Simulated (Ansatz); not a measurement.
## Al$_{18}$W: nudged elastic band (part 2 of 2)

Al$_{18}$W (slab, 19 atoms in the cell); DFT PBE-D3(BJ), scalar-relativistic, plane waves, PAW, PAW set soft_1, no spin polarisation (Ansatz 0.2.0); cutoff 420 eV, 4×3×1 k-mesh, Gaussian smearing of 0.1 eV. The input holds or restrains some coordinates. It belongs to a series of runs on one base structure; here: band between the two ends.

Geometry of the input (Å; fractional positions):
```
5.7276  0.0000  0.0000
4.2957  7.4403  0.0000
0.0000  0.0000  17.6765
Al 0.1667  0.1111  0.0566
Al 0.6667  0.1111  0.0566
Al 0.1667  0.4444  0.0566
Al 0.6667  0.4444  0.0566
Al 0.1667  0.7778  0.0566
Al 0.6667  0.7778  0.0566
Al -0.1750  0.2257  0.1837
Al 0.3250  0.2217  0.1872
Al -0.1616  0.5537  0.1879
Al 0.3299  0.5590  0.1893
Al -0.1757  0.8855  0.1898
Al 0.3227  0.8892  0.1911
Al -0.0706  0.0381  0.3102
Al 0.4896  -0.0008  0.3226
Al 0.0104  0.3225  0.3203
Al 0.4714  0.3494  0.3147
Al 0.0621  0.6970  0.3408
Al 0.5807  0.6441  0.3214
W  0.2634  0.8788  0.4088
```

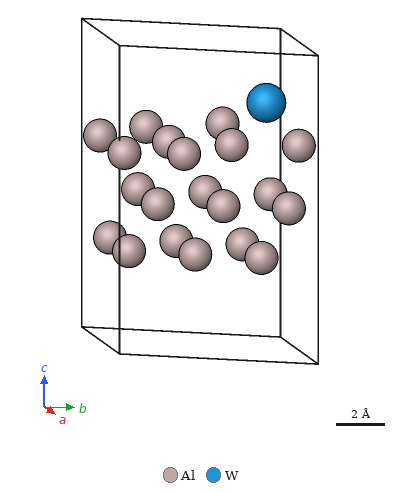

Fig. 1: The input geometry (spheres-only view of the cell of the calculation, with the vacuum cut short, seen slightly off an axis). An atom can appear more than once, as a periodic image.

Output, continued:
```
--- Forces (eV/Å), atoms counted from 1 ---
  atom   1  Al     0.02798751     0.01626270    -0.05982551
  atom   2  Al    -0.04049073     0.08075776    -0.00539924
  atom   3  Al     0.02198818     0.06107901     0.10119492
  atom   4  Al    -0.03796822     0.06658597     0.15596282
  atom   5  Al     0.10469302    -0.17038773    -0.15170980
[...]
  atom   6  Al    -0.08070923    -0.04998581    -0.04519122
  atom   7  Al     0.00106130    -0.00213327    -0.00158931
  atom   8  Al    -0.00243041     0.00358499    -0.00025605
  atom   9  Al     0.00033961     0.00183818    -0.00004062
  atom  10  Al     0.00253290     0.00150051    -0.00704208
  atom  11  Al    -0.00414778     0.00051575     0.00279249
  atom  12  Al    -0.00042376    -0.00415404    -0.00258593
  atom  13  Al    -0.00546038     0.01158683     0.01784641
  atom  14  Al     0.00923125     0.00029694    -0.00983041
  atom  15  Al     0.00454823    -0.00168685     0.00022211
  atom  16  Al    -0.00521077    -0.00418625     0.00555619
  atom  17  Al     0.00249167    -0.00024599     0.00280571
  atom  18  Al     0.00262847    -0.01727870    -0.00496358
  atom  19  W     -0.00068149     0.00607427     0.00221014
  max |Σ_I F_I| component: 1.57e-4 eV/Å
--- Band table (eV; the first three rows and the last of 7) ---
  k-point 0: bands = ["-72.0606", "-36.3853", "-36.3470", "-36.2701", "-9.0518", "-7.4260", "-6.4617", "-6.3442", "-5.0401", "-4.9024", "-4.7397", "-4.5035", "-4.4525", "-3.2237", "-3.2004", "-3.0552", "-2.8529", "-2.4990", "-2.3813", "-2.0405", "-1.8631", "-1.4837", "-0.9891", "-0.8562", "-0.5155", "-0.4378", "0.1497", "0.2382", "0.4107", "0.4798", "0.6167", "0.6506", "0.8614", "1.0858", "1.1600", "1.5475", "1.6894", "1.8781", "1.9113", "2.1338", "2.6645", "2.7522", "2.9223", "2.9884", "3.2274", "3.2556", "3.4984", "3.6692", "3.7989", "3.9857", "4.1195", "4.1769", "4.3327"]
  k-point 1: bands = ["-72.0606", "-36.3853", "-36.3470", "-36.2701", "-8.7657", "-7.8524", "-7.1379", "-6.2309", "-4.7591", "-4.6207", "-4.4120", "-4.2249", "-3.8774", "-3.7067", "-3.1210", "-2.8599", "-2.7248", "-2.4947", "-2.2060", "-1.9450", "-1.7235", "-1.6372", "-1.0839", "-0.9073", "-0.8544", "-0.7006", "-0.4855", "-0.3682", "-0.0803", "0.1190", "0.4221", "0.7207", "0.9431", "1.1352", "1.2708", "1.5166", "1.6780", "1.9322", "2.0829", "2.2147", "2.4878", "2.6280", "2.8058", "2.8687", "3.0164", "3.3345", "3.5690", "3.7679", "3.8358", "4.4883", "4.6615", "4.8290", "4.8622"]
  k-point 2: bands = ["-72.0606", "-36.3853", "-36.3470", "-36.2701", "-8.6814", "-7.0898", "-6.9872", "-6.0831", "-5.6956", "-5.3932", "-5.0700", "-4.6932", "-4.4774", "-4.0820", "-3.5108", "-3.0151", "-2.2985", "-2.1293", "-1.8531", "-1.6800", "-1.3468", "-1.1936", "-0.8875", "-0.4669", "-0.2918", "-0.1404", "-0.0558", "0.0932", "0.2282", "0.5374", "0.5810", "0.9362", "0.9855", "1.1173", "1.2169", "1.2648", "1.7232", "1.8564", "2.0375", "2.1754", "2.3254", "2.5533", "2.8688", "2.9754", "3.3348", "3.5631", "3.8071", "3.8948", "4.1523", "4.3451", "4.4664", "4.5513", "4.7043"]
  k-point 6: bands = ["-72.0606", "-36.3853", "-36.3470", "-36.2701", "-7.9565", "-7.6928", "-6.6118", "-6.3186", "-6.0930", "-5.5234", "-5.1202", "-4.9479", "-4.0038", "-3.9370", "-3.6797", "-3.6033", "-3.4616", "-2.6565", "-2.0777", "-1.6378", "-1.2631", "-1.1003", "-0.7630", "-0.5225", "0.0115", "0.1462", "0.4850", "0.5524", "0.6945", "0.9884", "1.1630", "1.3030", "1.3821", "1.5210", "1.6582", "1.9212", "1.9610", "2.1631", "2.3002", "2.4156", "2.5917", "2.8356", "2.9216", "3.1562", "3.3154", "3.4921", "3.6185", "3.8250", "4.0655", "4.2167", "4.3165", "4.5323", "4.6419"]
this run last wrote the band of iteration 11 to [file]; this run last wrote the band within `neb.f_tol` of iteration 9 to [file]
--- NEB band (6 images, 11 band iterations, 340 SCF iterations) ---
  forward barrier  = 0.353697 eV
  backward barrier = 0.353385 eV
  lagrangian_above_aufbau_ev (what the smearing adds, to first order; not taken off the barriers): saddle image -0.029979 eV, end points -0.030677 and -0.030405 eV
  climbing image's point = of an order that was not read
  energies are F+E_penalty+E_count in eV, relative to image 0
  image     s (Å)  Δ vs image 0  max|band force component| (eV/Å)
      0    0.0000      0.000000                                 —
      1    0.8244      0.182273                          5.486e-3
      2    1.6488      0.213441                          1.839e-2
  *   3    2.4733      0.353697                          1.795e-2
      4    3.5482      0.122194                          1.432e-2
      5    4.6230      0.000312                                 —
  climbing-image geometry (image 3):
  cell:  # Å, volume = 753.2847 Å³
    - [5.727565, 0.0, 0.0]
    - [4.295674, 7.440325, 0.0]
    - [0.0, 0.0, 17.676537]
  atoms:
    - { symbol: Al, position: [0.16666667600000004, 0.11111110599999999, 0.056572181999999985] }
    - { symbol: Al, position: [0.66666667, 0.11111110599999999, 0.056572181999999985] }
    - { symbol: Al, position: [0.1666666640000002, 0.44444442999999995, 0.056572181999999985] }
    - { symbol: Al, position: [0.6666666580000001, 0.44444442999999995, 0.056572181999999985] }
    - { symbol: Al, position: [0.16666665200000008, 0.7777777939999999, 0.056572181999999985] }
    - { symbol: Al, position: [0.6666666460000003, 0.7777777939999999, 0.056572181999999985] }
    - { symbol: Al, position: [-0.17630218588488378, 0.2239195050814503, 0.19174125105172599] }
    - { symbol: Al, position: [0.3203789955139853, 0.22927206552801763, 0.18442307170102448] }
    - { symbol: Al, position: [-0.17516908010100138, 0.5532538109927673, 0.19841543581324866] }
    - { symbol: Al, position: [0.33388188277111774, 0.553914344905935, 0.19639321881041305] }
    - { symbol: Al, position: [-0.14768044318939022, 0.8799080301427861, 0.18392214417035044] }
    - { symbol: Al, position: [0.3326703015856908, 0.88533641929131, 0.1843349978435888] }
    - { symbol: Al, position: [-0.017946537489848525, 0.0011662081627905239, 0.31830209791324493] }
    - { symbol: Al, position: [0.5246523060579293, -0.008010959951463536, 0.29797841124804314] }
    - { symbol: Al, position: [-0.05041588509093978, 0.3310021164119576, 0.33592824966965107] }
    - { symbol: Al, position: [0.45465858253865077, 0.3205378007635051, 0.3315444258699074] }
    - { symbol: Al, position: [0.00424327287222398, 0.659019865887166, 0.3245323108316275] }
    - { symbol: Al, position: [0.4750427123606281, 0.7045382258306891, 0.3460185990770368] }
    - { symbol: W, position: [0.2726395298507741, 1.0379659452668921, 0.41238904621731604] }
```

The last band as extended XYZ (Å, eV, eV/Å):
```
19
Lattice="5.7276 0.0000 0.0000 4.2957 7.4403 0.0000 0.0000 0.0000 17.6765" Properties=species:S:1:pos:R:3:forces:R:3 image=0 energy=-20056.96618
Al    1.4319    0.8267    1.0000    0.0819   0.0262  -0.0516
Al    4.2957    0.8267    1.0000   -0.1080  -0.0083   0.0078
Al    2.8638    3.3068    1.0000    0.1014  -0.0417   0.0638
Al    5.7276    3.3068    1.0000   -0.1114   0.0795  -0.0361
Al    4.2957    5.7869    1.0000    0.0173  -0.0865  -0.0150
Al    7.1595    5.7869    1.0000    0.0153   0.0298   0.0207
Al   -0.0330    1.6793    3.2466   -0.0015  -0.0013   0.0029
Al    2.8138    1.6497    3.3097   -0.0016   0.0005   0.0003
Al    1.4533    4.1198    3.3212   -0.0001   0.0050   0.0021
Al    4.2910    4.1591    3.3453   -0.0022   0.0031  -0.0016
Al    2.7972    6.5884    3.3553    0.0005   0.0001  -0.0014
Al    5.6682    6.6161    3.3785    0.0017  -0.0010   0.0042
Al   -0.2408    0.2837    5.4837    0.0035  -0.0079   0.0029
Al    2.8010   -0.0058    5.7026   -0.0032  -0.0046   0.0088
Al    1.4451    2.3999    5.6621    0.0026  -0.0053   0.0041
Al    4.2007    2.5994    5.5630    0.0025  -0.0130  -0.0003
Al    3.3500    5.1858    6.0241   -0.0008   0.0059  -0.0015
Al    6.0929    4.7923    5.6820   -0.0017   0.0140   0.0083
W     5.2836    6.5388    7.2257    0.0037   0.0054  -0.0184
19
Lattice="5.7276 0.0000 0.0000 4.2957 7.4403 0.0000 0.0000 0.0000 17.6765" Properties=species:S:1:pos:R:3:forces:R:3 image=1 energy=-20056.78390
Al    1.4319    0.8267    1.0000    0.0919   0.0547  -0.0604
Al    4.2957    0.8267    1.0000   -0.1048   0.0573  -0.0117
Al    2.8638    3.3068    1.0000    0.0777  -0.0036   0.1991
Al    5.7276    3.3068    1.0000   -0.0675   0.1431   0.0473
Al    4.2957    5.7869    1.0000    0.0367  -0.1438  -0.1440
Al    7.1595    5.7869    1.0000   -0.0213  -0.0592  -0.0288
Al   -0.0097    1.7113    3.2641   -0.0024   0.0218  -0.0306
Al    2.8102    1.6831    3.3331   -0.0097  -0.0153   0.0125
Al    1.4367    4.1275    3.5079    0.0317   0.0052   0.0090
Al    4.2836    4.1657    3.3838    0.0053   0.0024  -0.0038
Al    2.8014    6.5834    3.2615   -0.0188   0.0037   0.0001
Al    5.6944    6.6141    3.2921   -0.0036   0.0020   0.0046
Al   -0.2371    0.1322    5.3393   -0.0325   0.0720  -0.0687
Al    2.8724   -0.0290    5.5325   -0.0388  -0.0225   0.0566
Al    1.3559    2.1869    6.0529   -0.0095  -0.0134   0.0166
Al    4.2065    2.5572    5.6126   -0.0352   0.0118  -0.0206
Al    3.1200    5.1012    5.9774    0.1446   0.1030   0.0873
Al    5.9328    4.8705    5.8615    0.0997  -0.0815  -0.0222
W     5.4211    6.9731    7.2243   -0.1437  -0.1377  -0.0424
19
Lattice="5.7276 0.0000 0.0000 4.2957 7.4403 0.0000 0.0000 0.0000 17.6765" Properties=species:S:1:pos:R:3:forces:R:3 image=2 energy=-20056.75274
Al    1.4319    0.8267    1.0000    0.0706   0.0449  -0.0358
Al    4.2957    0.8267    1.0000   -0.0853   0.1010   0.0287
Al    2.8638    3.3068    1.0000    0.0570   0.0163   0.1241
Al    5.7276    3.3068    1.0000   -0.0395   0.0962   0.1060
Al    4.2957    5.7869    1.0000    0.0562  -0.1789  -0.1203
Al    7.1595    5.7869    1.0000   -0.0737  -0.0456  -0.0644
Al   -0.0045    1.6617    3.3370    0.0019   0.0012  -0.0034
Al    2.8362    1.7198    3.3022    0.0021   0.0034  -0.0008
Al    1.3622    4.1167    3.4872   -0.0008   0.0007  -0.0017
Al    4.2703    4.1656    3.3917   -0.0005   0.0058  -0.0109
Al    2.8476    6.5767    3.2649   -0.0059   0.0007  -0.0029
Al    5.7064    6.6127    3.2752    0.0027   0.0009   0.0009
Al   -0.1558   -0.0426    5.5145   -0.0082   0.0025   0.0081
Al    2.9545    0.0220    5.4052   -0.0135   0.0118   0.0094
Al    1.3794    2.2251    6.0139    0.0235  -0.0155   0.0070
Al    4.2916    2.5344    5.6583    0.0344   0.0175  -0.0233
Al    2.7747    4.8628    5.7707   -0.0052  -0.0003   0.0033
Al    5.6963    5.0720    5.9145   -0.0098  -0.0152  -0.0216
W     5.7734    7.2939    7.3125   -0.0060  -0.0475  -0.0024
19
Lattice="5.7276 0.0000 0.0000 4.2957 7.4403 0.0000 0.0000 0.0000 17.6765" Properties=species:S:1:pos:R:3:forces:R:3 image=3 energy=-20056.61248
Al    1.4319    0.8267    1.0000    0.0280   0.0163  -0.0598
Al    4.2957    0.8267    1.0000   -0.0405   0.0808  -0.0054
Al    2.8638    3.3068    1.0000    0.0220   0.0611   0.1012
Al    5.7276    3.3068    1.0000   -0.0380   0.0666   0.1560
Al    4.2957    5.7869    1.0000    0.1047  -0.1704  -0.1517
Al    7.1595    5.7869    1.0000   -0.0807  -0.0500  -0.0452
Al   -0.0479    1.6660    3.3893    0.0011  -0.0021  -0.0016
Al    2.8199    1.7059    3.2600   -0.0024   0.0036  -0.0003
Al    1.3733    4.1164    3.5073    0.0003   0.0018   0.0000
Al    4.2918    4.1213    3.4716    0.0025   0.0015  -0.0070
Al    2.9339    6.5468    3.2511   -0.0041   0.0005   0.0028
Al    5.7085    6.5872    3.2584   -0.0004  -0.0042  -0.0026
Al   -0.0978    0.0087    5.6265   -0.0055   0.0116   0.0178
Al    2.9706   -0.0596    5.2672    0.0092   0.0003  -0.0098
Al    1.1331    2.4628    5.9380    0.0045  -0.0017   0.0002
Al    3.9810    2.3849    5.8606   -0.0052  -0.0042   0.0056
Al    2.8552    4.9033    5.7366    0.0025  -0.0002   0.0028
Al    5.7473    5.2420    6.1164    0.0026  -0.0173  -0.0050
W     6.0203    7.7228    7.2896   -0.0007   0.0061   0.0022
19
Lattice="5.7276 0.0000 0.0000 4.2957 7.4403 0.0000 0.0000 0.0000 17.6765" Properties=species:S:1:pos:R:3:forces:R:3 image=4 energy=-20056.84398
Al    1.4319    0.8267    1.0000    0.0251  -0.0117   0.0160
Al    4.2957    0.8267    1.0000   -0.0070   0.0487  -0.0099
Al    2.8638    3.3068    1.0000    0.0088   0.0350   0.0468
Al    5.7276    3.3068    1.0000   -0.0711  -0.0072   0.0812
Al    4.2957    5.7869    1.0000    0.0846  -0.1318  -0.0233
Al    7.1595    5.7869    1.0000   -0.0700  -0.0457   0.0000
Al   -0.0908    1.6201    3.3811   -0.0111  -0.0115   0.0007
Al    2.7866    1.6435    3.3207   -0.0106  -0.0122   0.0129
Al    1.3691    4.0954    3.3551   -0.0011  -0.0058  -0.0393
Al    4.2335    4.0632    3.3890   -0.0141  -0.0131  -0.0223
Al    2.9233    6.5613    3.2714   -0.0037   0.0011   0.0036
Al    5.7076    6.5617    3.2886   -0.0014  -0.0086   0.0074
Al    0.1133    0.0761    5.8008    0.0474   0.0181   0.0452
Al    2.9875   -0.2045    5.4070   -0.0015  -0.0372   0.0364
Al    1.0445    2.6577    5.7142   -0.0267   0.0451  -0.0495
Al    3.8810    2.3435    5.9450   -0.0197  -0.0050   0.0190
Al    2.8734    4.9330    5.6362    0.0049   0.0085  -0.0217
Al    5.6315    5.0506    5.7131   -0.0243  -0.0468  -0.0983
W     6.3338    8.4615    7.2774    0.0916   0.1803  -0.0051
19
Lattice="5.7276 0.0000 0.0000 4.2957 7.4403 0.0000 0.0000 0.0000 17.6765" Properties=species:S:1:pos:R:3:forces:R:3 image=5 energy=-20056.96587
Al    1.4319    0.8267    1.0000    0.0202  -0.0845  -0.0132
Al    4.2957    0.8267    1.0000    0.0182   0.0323   0.0189
Al    2.8638    3.3068    1.0000    0.0820   0.0280  -0.0545
Al    5.7276    3.3068    1.0000   -0.1029  -0.0082   0.0122
Al    4.2957    5.7869    1.0000    0.1059  -0.0426   0.0663
Al    7.1595    5.7869    1.0000   -0.1118   0.0794  -0.0296
Al   -0.0609    1.6298    3.3590   -0.0037  -0.0024  -0.0035
Al    2.8114    1.6579    3.3732   -0.0003   0.0010   0.0074
Al    1.4021    4.1590    3.2483   -0.0033   0.0001  -0.0030
Al    4.2504    4.1312    3.3100    0.0013  -0.0040  -0.0017
Al    2.8888    6.6018    3.3205    0.0003   0.0042  -0.0035
Al    5.7260    6.6414    3.3493   -0.0033  -0.0021  -0.0076
Al    0.4793    0.2266    6.0346    0.0164  -0.0049  -0.0060
Al    3.2240   -0.1649    5.6765   -0.0044  -0.0059   0.0056
Al    1.2034    2.7612    5.4871   -0.0052  -0.0023  -0.0036
Al    4.2372    2.4718    5.7087   -0.0079   0.0087   0.0014
Al    2.8877    4.8866    5.6541   -0.0062   0.0036   0.0167
Al    5.6419    5.0762    5.5660   -0.0012   0.0013  -0.0021
W     6.7185    9.0125    7.2318    0.0059  -0.0017  -0.0003
```

Summary:

| quantity | value |
| --- | --- |
| outcome | converged under the restraints of the input |
| barrier, forward | 0.354 eV |
| barrier, backward | 0.353 eV |
| electrons treated | 68 |
| hardware | 2 threads of Arm Neoverse V1, 24 GiB of memory available, shared host |
| wall time | 8.9 min (CPU time 18 min) |
| peak memory | 1.7 GiB |

Remarks:

Spin–orbit coupling is left out, which matters for W. The order of the saddle point was not checked.
